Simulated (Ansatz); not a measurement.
Input of the run:

```
crystal:
  lattice:
    - [3.2470623631, 0.0, 0.0]
    - [-1.6235311816, 2.8120384941, 0.0]
    - [0.0, 0.0, 28.8412363048]
  atoms:
    - { symbol: Ge, position: [0.0, 0.0, 0.3205328989] }
    - { symbol: O, position: [0.3333333333, 0.6666666667, 0.350616686] }
    - { symbol: Se, position: [0.6666666667, 0.3333333333, 0.2650100067] }
  periodic: [true, true, false]
kpoints:
  mp_grid: { grid: [12, 12, 1] }
  band_path:
    path:
      - [0, 0, 0]
      - [0.5, 0, 0]
      - [0.3333333333333, 0.3333333333333, 0]
      - [0, 0, 0]
    npoints: 10
hamiltonian:
  xc: pbe
scf:
  occupations: { method: fermi_dirac, width: 0.02 }
  n_extra_bands: 4
output:
  forces: true
  stress: true
  eigenvalues: true
```

Command:
```bash
ansatz run input.yaml --threads 4 --pin off --max-ram 5529MiB --backend cpu --events-out ev --progress --plain --runs-dir out
```

What does the calculation give for the electronic structure? The path is Γ–M–K–Γ.

A metal: 2 bands cross the Fermi level along this path. The last band that the electron count would fill rises to 0.41 eV above the Fermi level at Γ, leaving holes there, and the next band dips to 0.15 eV below it at M, holding electrons: an overlap of 0.55 eV. Bands cross the Fermi level on every line of the path. At K the nearest levels lie 1.91 eV below and 1.29 eV above the Fermi level.

The atoms aren't at rest in this cell (largest force 0.5 eV/Å), so the relaxed material can differ.

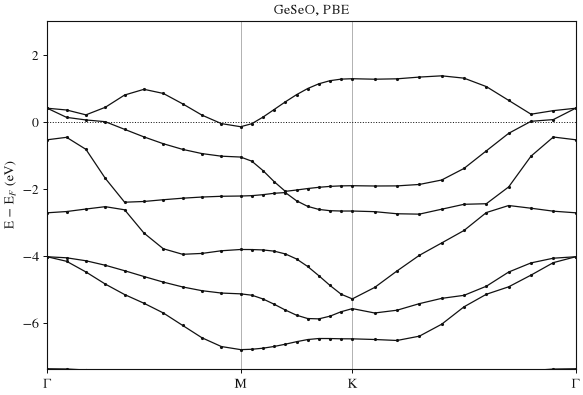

Band structure. Energies are counted from the Fermi level.
